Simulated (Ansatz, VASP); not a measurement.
## Cross-check of BiTe between VASP and Ansatz

One calculation is typed for both programs; each brings its own data sets and cutoff. How far apart do they land? The structure shown is the end of the VASP relaxation below.

Calculated with Ansatz 0.2.0; plane waves, with VASP 6.6.1 beside it; single point at PBE.

## Step 1: Starting point

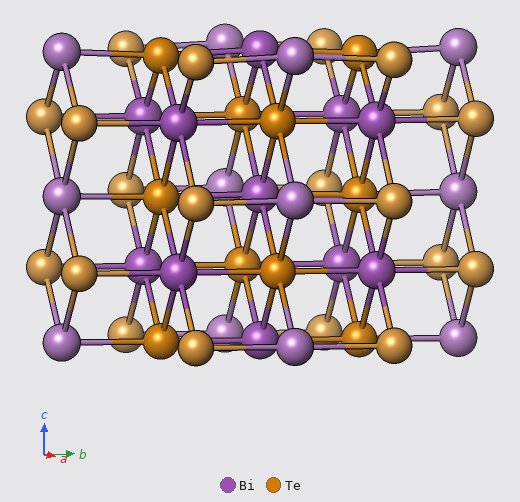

Start, viewed from the side, with the c axis up; bismuth purple, tellurium orange. Some periodic images of atoms are drawn too.

The cell holds 10 atoms: 5 Bi and 5 Te. Its edges and angles: a = 4.575 Å, b = 6.470 Å, c = 24.150 Å, α = 90.0°, β = 90.0°, γ = 90.0°. It derives from BiTe. The (1 1 0) slab of BiTe, cut from the database cell (so at first; earlier steps may have moved the atoms). Vacuum lies along c.

Coordinates:

```cif
data_structure
_symmetry_space_group_name_H-M 'P 1'
_symmetry_Int_Tables_number 1
_cell_length_a 4.5750
_cell_length_b 6.4700
_cell_length_c 24.1500
_cell_angle_alpha 90.000
_cell_angle_beta 90.000
_cell_angle_gamma 90.000
_cell_volume 714.84
loop_
_atom_site_label
_atom_site_type_symbol
_atom_site_fract_x
_atom_site_fract_y
_atom_site_fract_z
_atom_site_occupancy
Bi1 Bi 0.50000 0.50000 0.31056 1
Bi2 Bi 0.00000 0.00000 0.40528 1
Bi3 Bi 0.50000 0.50000 0.50263 1
Bi4 Bi 0.00000 0.00000 0.60179 1
Bi5 Bi 0.50000 0.50000 0.69235 1
Te6 Te 0.50000 0.00000 0.31056 1
Te7 Te 0.00000 0.50000 0.40528 1
Te8 Te 0.50000 0.00000 0.50028 1
Te9 Te 0.00000 0.50000 0.60268 1
Te10 Te 0.50000 0.00000 0.68593 1
```

## Step 2: VASP: relaxation, PBE

This run makes the geometry at which the two programs are then compared.

Lines of VASP's logs that name or quote its potential files are left out, and so is its time.

File INCAR:

```
SYSTEM = BiTe
PREC = Normal
ENCUT = 300
EDIFF = 1E-05
NELM = 120
ISMEAR = 0
SIGMA = 0.05
LREAL = .FALSE.
ALGO = Fast
GGA = PE
LORBIT = 11
LWAVE = .FALSE.
LCHARG = .FALSE.
KPAR = 2
IBRION = 2
NSW = 40
ISIF = 2
EDIFFG = -0.03
POTIM = 0.4
IDIPOL = 3
LDIPOL = .TRUE.
DIPOL = 0.5 0.5 0.5
```

File POSCAR:

```
BiTe
1.0
    4.5749808743      0.0000000000      0.0000000000
    0.0000000000      6.4700000000      0.0000000000
    0.0000000000      0.0000000000     24.1499617486
Bi Te
5 5
Selective dynamics
Direct
    0.5000000000      0.5000000000      0.3105595000  F F F
    0.0000000000      0.0000000000      0.4052797500  F F F
    0.5000000000      0.5000000000      0.5000000000  T T T
    0.0000000000      0.0000000000      0.5947202500  T T T
    0.5000000000      0.5000000000      0.6894405000  T T T
    0.5000000000      0.0000000000      0.3105595000  F F F
    0.0000000000      0.5000000000      0.4052797500  F F F
    0.5000000000      0.0000000000      0.5000000000  T T T
    0.0000000000      0.5000000000      0.5947202500  T T T
    0.5000000000      0.0000000000      0.6894405000  T T T
```

File KPOINTS:

```
Automatic mesh
0
Gamma
6 4 1
0 0 0
```

The projector-augmented-wave data sets are Bi and Te (PBE family, release 64).

The run is started by

```console
mpirun -np 2 vasp_std
```

Numbers of over 12 decimals in the logs are rounded to 6 here.

Output:

```text
[banner, memory and clock lines left out]
running    2 mpi-ranks, on    1 nodes
 distrk:  each k-point on    1 cores,    2 groups
 distr:  one band on    1 cores,    1 groups

 POSCAR found type information on POSCAR BiTe
 POSCAR found :  2 types and      10 ions
 LDA part: xc-table for (Slater+PW92), standard interpolation
 POSCAR, INCAR and KPOINTS ok, starting setup
 FFT: planning ... GRIDC
 FFT: planning ... GRID_SOFT
 FFT: planning ... GRID
 WAVECAR not read
 entering main loop
       N       E                     dE             d eps       ncg     rms          rms(c)
DAV:   1     0.292508518618E+03    0.29251E+03   -0.12924E+04   792   0.778E+02
DAV:   2     0.293526824210E+01   -0.28957E+03   -0.28583E+03  1182   0.163E+02
DAV:   3    -0.323365765372E+02   -0.35272E+02   -0.34949E+02   910   0.629E+01
DAV:   4    -0.349105007655E+02   -0.25739E+01   -0.25203E+01  1271   0.169E+01
DAV:   5    -0.349851458063E+02   -0.74645E-01   -0.74317E-01  1151   0.336E+00    0.132E+01
RMM:   6    -0.346181821246E+02    0.36696E+00   -0.10118E+00   808   0.242E+00    0.765E+00
RMM:   7    -0.346794081751E+02   -0.61226E-01   -0.79807E-01   840   0.216E+00    0.132E+00
RMM:   8    -0.351127532964E+02   -0.43335E+00   -0.72627E-01   875   0.141E+00    0.322E+00
RMM:   9    -0.346378535637E+02    0.47490E+00   -0.22620E-01   856   0.885E-01    0.462E-01
RMM:  10    -0.346412264391E+02   -0.33729E-02   -0.77338E-02   895   0.547E-01    0.362E-01
RMM:  11    -0.346429191161E+02   -0.16927E-02   -0.71375E-03   957   0.248E-01    0.643E-01
RMM:  12    -0.346427352330E+02    0.18388E-03   -0.34300E-03  1080   0.116E-01    0.574E-01
RMM:  13    -0.346404085723E+02    0.23267E-02   -0.17324E-03   880   0.692E-02    0.200E-01
RMM:  14    -0.346401996095E+02    0.20896E-03   -0.19186E-03   903   0.630E-02    0.123E-01
RMM:  15    -0.346402304585E+02   -0.30849E-04   -0.69733E-04   828   0.359E-02    0.844E-02
RMM:  16    -0.346402210804E+02    0.93781E-05   -0.29124E-04   590   0.204E-02    0.198E-02
RMM:  17    -0.346402896682E+02   -0.68588E-04   -0.15473E-04   564   0.158E-02    0.462E-02
RMM:  18    -0.346403277253E+02   -0.38057E-04   -0.12207E-04   535   0.130E-02    0.732E-03
RMM:  19    -0.346403571289E+02   -0.29404E-04   -0.84884E-05   504   0.992E-03    0.920E-03
RMM:  20    -0.346403818400E+02   -0.24711E-04   -0.45340E-05   346   0.647E-03    0.601E-03
RMM:  21    -0.346404033009E+02   -0.21461E-04   -0.37860E-05   275   0.553E-03    0.324E-03
RMM:  22    -0.346404186643E+02   -0.15363E-04   -0.21255E-05   212   0.472E-03    0.213E-03
RMM:  23    -0.346404333476E+02   -0.14683E-04   -0.18169E-05   227   0.459E-03    0.108E-03
RMM:  24    -0.346404395354E+02   -0.61877E-05   -0.11324E-05   167   0.410E-03
   1 F= -.34640440E+02 E0= -.34634728E+02  d E =-.346404E+02
[... from here on, the cycles between the ionic steps are left out ...]
   2 F= -.34690564E+02 E0= -.34685091E+02  d E =-.501245E-01
   3 F= -.34771273E+02 E0= -.34765786E+02  d E =-.130833E+00
   4 F= -.34772627E+02 E0= -.34767146E+02  d E =-.132187E+00
   5 F= -.34772679E+02 E0= -.34767192E+02  d E =-.132240E+00
   6 F= -.34774088E+02 E0= -.34768639E+02  d E =-.140835E-02
   7 F= -.34776342E+02 E0= -.34770845E+02  d E =-.366241E-02
   8 F= -.34776443E+02 E0= -.34770998E+02  d E =-.376325E-02
   9 F= -.34777623E+02 E0= -.34772251E+02  d E =-.118054E-02
  10 F= -.34780324E+02 E0= -.34775304E+02  d E =-.388105E-02
  11 F= -.34781895E+02 E0= -.34777222E+02  d E =-.545263E-02
 curvature: -21.22 expect dE=-0.432E-02 dE for cont linesearch -0.725E-04
 ZBRENT: bracketing found
 ZBRENT: interpolating
 opt :  26.7740  next Energy=   -34.781965 (dE=-0.552E-02)
 bond charge predicted
       N       E                     dE             d eps       ncg     rms          rms(c)
DAV:   1    -0.347816526414E+02    0.25022E-03   -0.68618E-02   813   0.949E-01    0.610E-02
RMM:   2    -0.347822810346E+02   -0.62839E-03   -0.34142E-03   806   0.219E-01    0.151E-01
RMM:   3    -0.347820470430E+02    0.23399E-03   -0.71091E-04   838   0.918E-02    0.613E-02
RMM:   4    -0.347820036993E+02    0.43344E-04   -0.11743E-04   734   0.432E-02    0.455E-02
RMM:   5    -0.347819938909E+02    0.98084E-05   -0.22428E-05   494   0.199E-02
  12 F= -.34781994E+02 E0= -.34777346E+02  d E =-.555114E-02
 curvature: -20.24 expect dE=-0.342E-02 dE for cont linesearch -0.147E-08
 trial: gam= 0.34840 g(F)=  0.169E-03 g(S)=  0.000E+00 ort =-0.217E-06 (trialstep = 0.773E+01)
 search vector abs. value=  0.247E-03
 bond charge predicted
       N       E                     dE             d eps       ncg     rms          rms(c)
DAV:   1    -0.347818069488E+02    0.19675E-03   -0.19129E-01   795   0.161E+00    0.186E-01
RMM:   2    -0.347867609890E+02   -0.49540E-02   -0.12973E-02   824   0.402E-01    0.500E-01
[... the rest is left out ...]
```

Parts of OUTCAR (step 2):

```text
ion  position               nearest neighbor table
   1  0.500  0.500  0.311-   7 3.23   7 3.23   6 3.23   6 3.23
   2  0.000  0.000  0.405-   6 3.23   8 3.23   6 3.23   8 3.23   7 3.23   7 3.23
   3  0.500  0.500  0.500-   7 3.23   9 3.23   7 3.23   9 3.23   8 3.23   8 3.23
   4  0.000  0.000  0.595-   8 3.23  10 3.23   8 3.23  10 3.23   9 3.23   9 3.23
   5  0.500  0.500  0.689-   9 3.23   9 3.23  10 3.23  10 3.23
   6  0.500  0.000  0.311-   2 3.23   2 3.23   1 3.23   1 3.23
   7  0.000  0.500  0.405-   1 3.23   3 3.23   1 3.23   3 3.23   2 3.23   2 3.23
   8  0.500  0.000  0.500-   2 3.23   4 3.23   2 3.23   4 3.23   3 3.23   3 3.23
   9  0.000  0.500  0.595-   3 3.23   5 3.23   3 3.23   5 3.23   4 3.23   4 3.23
  10  0.500  0.000  0.689-   4 3.23   4 3.23   5 3.23   5 3.23

  LATTYP: Found a simple orthorhombic cell.
 ALAT       =     4.5749808743
 B/A-ratio  =     1.4142135624
 C/A-ratio  =     5.2787022311

 Subroutine GETGRP returns: Found  8 space group operations
 (whereof  8 operations were pure point group operations)

The static configuration has the point symmetry D_2h.

 Found     12 irreducible k-points:

   k-points           NKPTS =     12   k-points in BZ     NKDIM =     12   number of bands    NBANDS=     33

   dimension x,y,z NGX =    20 NGY =   28 NGZ =  108
   dimension x,y,z NGXF=    40 NGYF=   56 NGZF=  216

   ENCUT  =  300.0 eV  22.05 Ry    4.70 a.u.   6.46  9.14 34.11*2*pi/ulx,y,z

   NELECT =      55.0000    total number of electrons

 k-points in reciprocal lattice and weights: Automatic mesh
   0.00000000  0.00000000  0.00000000       0.042
   0.16666667  0.00000000  0.00000000       0.083
   0.33333333  0.00000000  0.00000000       0.083
   0.50000000  0.00000000  0.00000000       0.042
   0.00000000  0.25000000  0.00000000       0.083
   0.16666667  0.25000000  0.00000000       0.167
   0.33333333  0.25000000  0.00000000       0.167
   0.50000000  0.25000000  0.00000000       0.083
   0.00000000  0.50000000  0.00000000       0.042
   0.16666667  0.50000000  0.00000000       0.083
   0.33333333  0.50000000  0.00000000       0.083
   0.50000000  0.50000000  0.00000000       0.042

 dipolmoment           0.000000      0.000000     -0.025911 electrons x Angstroem

 average (electrostatic) potential at core
       1 -66.8077       2 -67.1619       3 -66.6399       4 -67.1985       5 -66.7642
       6 -93.8018       7 -94.4792       8 -94.0676       9 -94.5179      10 -94.0922

 E-fermi :   0.6248

 k-point     1 :       0.0000    0.0000    0.0000
  band No.  band energies     occupation
    ...
     22      -1.3832      2.00000
     23      -1.2401      2.00000
     24      -0.9186      2.00000
     25      -0.8551      2.00000
     26       0.2715      2.00000
     27       0.6868      0.07977
     28       0.8928      0.00000
     29       1.0527      0.00000
     30       1.6170      0.00000
     31       1.8458      0.00000
    ...

 k-point     2 :       0.1667    0.0000    0.0000
  band No.  band energies     occupation
    ...
     22      -1.3127      2.00000
     23      -1.1898      2.00000
     24      -1.0426      2.00000
     25      -0.9704      2.00000
     26       0.5343      1.98957
     27       0.7547      0.00024
     28       0.9578      0.00000
     29       1.1137      0.00000
     30       1.8700      0.00000
     31       2.1618      0.00000
    ...

 k-point     3 :       0.3333    0.0000    0.0000
  band No.  band energies     occupation
    ...
     22      -1.6260      2.00000
     23      -1.4339      2.00000
     24      -1.3775      2.00000
     25      -1.1399      2.00000
     26       0.5444      1.97707
     27       0.7519      0.00032
     28       0.9666      0.00000
     29       1.2292      0.00000
     30       2.4856      0.00000
     31       2.6080      0.00000
    ...

  Total       -4.8389387      0.5531075     -2.0336151      0.0000000      0.0000000      0.0000000
  in kB      -10.8455279      1.2396814     -4.5579475      0.0000000      0.0000000      0.0000000
  external PRESSURE =      -4.7212647 kB  Pullay stress =       0.0000000 kB

  energy-cutoff  :      300.00
  volume of cell :      714.84
      direct lattice vectors                 reciprocal lattice vectors
     4.574980874  0.000000000  0.000000000     0.218580149  0.000000000  0.000000000
     0.000000000  6.470000000  0.000000000     0.000000000  0.154559505  0.000000000
     0.000000000  0.000000000 24.149961749     0.000000000  0.000000000  0.041407933

 POSITION                                       TOTAL-FORCE (eV/Angst)
 -----------------------------------------------------------------------------------
      2.28749      3.23500      7.50000         0.000000      0.000000      0.303021
      0.00000      0.00000      9.78749         0.000000      0.000000     -0.630473
      2.28749      3.23500     12.13858         0.000000      0.000000     -0.002258
      0.00000      0.00000     14.53320         0.000000      0.000000      0.001202
      2.28749      3.23500     16.72019         0.000000      0.000000      0.001896
      2.28749      0.00000      7.50000         0.000000      0.000000      0.603379
      0.00000      3.23500      9.78749         0.000000      0.000000     -0.280347
      2.28749      0.00000     12.08186         0.000000      0.000000     -0.003781
      0.00000      3.23500     14.55459         0.000000      0.000000     -0.001692
      2.28749      0.00000     16.56516         0.000000      0.000000      0.009052
 -----------------------------------------------------------------------------------
    total drift:                                0.000000     -0.000000      0.002349

  FREE ENERGIE OF THE ION-ELECTRON SYSTEM (eV)
  ---------------------------------------------------
  free  energy   TOTEN  =       -34.7826493946 eV

  energy  without entropy=      -34.7732752979  energy(sigma->0) =      -34.77796235

 reached required accuracy - stopping structural energy minimisation

 vacuum level on the upper side and lower side of the slab         4.672         4.797

 total charge
# of ion       s       p       d       tot
------------------------------------------
    1        1.764   1.662   0.054   3.480
    2        1.791   1.590   0.096   3.477
    3        1.766   1.727   0.070   3.563
    4        1.791   1.640   0.102   3.533
    5        1.762   1.716   0.059   3.537
    6        1.395   1.905   0.017   3.317
    7        1.425   1.823   0.041   3.289
    8        1.400   1.918   0.027   3.344
    9        1.425   1.833   0.042   3.300
   10        1.401   1.916   0.024   3.341
--------------------------------------------------
tot         15.921  17.729   0.532  34.182

[... 3 further parts left out ...]
```

[end of part 1 of 2]

[Lines on the potential files, build, host, timing and source positions are cut from VASP's logs without a mark.]

[Logs are printed without paths, hosts, clocks, repeated set-up lines and the standing remarks that a program may print on its own settings, such as how far it seeks lower states.]

[Hosts, paths, dates, database ids (printed as entryN), source tags and the programs' standing remarks are cut or masked in the printed files.]
